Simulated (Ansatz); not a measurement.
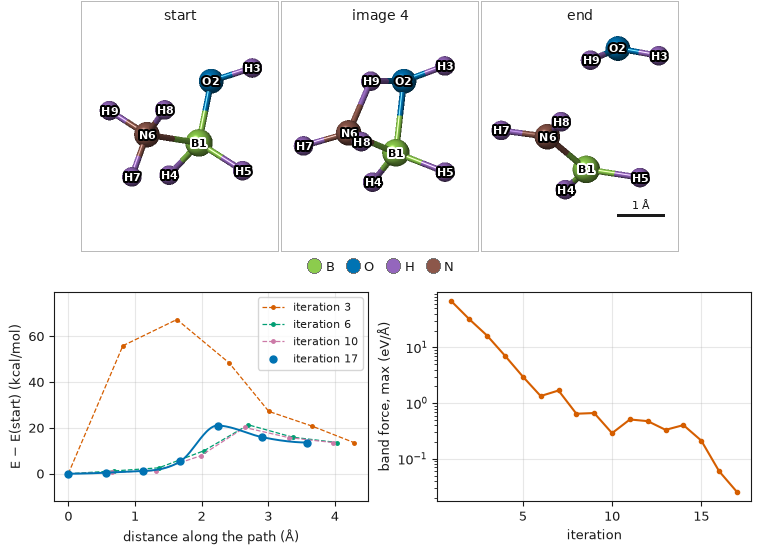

A nudged-elastic-band calculation for BNH6O. Images are numbered from 0 (start) to 6 (end). The plot follows the band through its iterations. A ball-and-stick model, seen from a free direction.

Method: RKS PBE0/def2-SVP (Ansatz 0.2.0). Run with 5 movable images; climbing image; force threshold 0.03 eV/Å; iteration limit 60; starting path through a guess of the saddle point.

Did the band converge, and can the barrier be trusted?

The result is final at these settings. The band converged in 17 iterations. The largest component of the band force went from 67 to 0.025 eV/Å. The climbing image converged on the top of the path. Its vibrational analysis gives one imaginary mode (1117i cm⁻¹), as a transition state must have. The first iteration put the highest image at 335.0 kcal/mol. The highest point, image 4, lies 21.0 kcal/mol above the start and 7.4 kcal/mol above the end; the end is at +13.6 kcal/mol relative to the start.

Cost: 89 s on 2 threads of Arm Neoverse V2, on a shared host, peak memory 0.13 GiB.
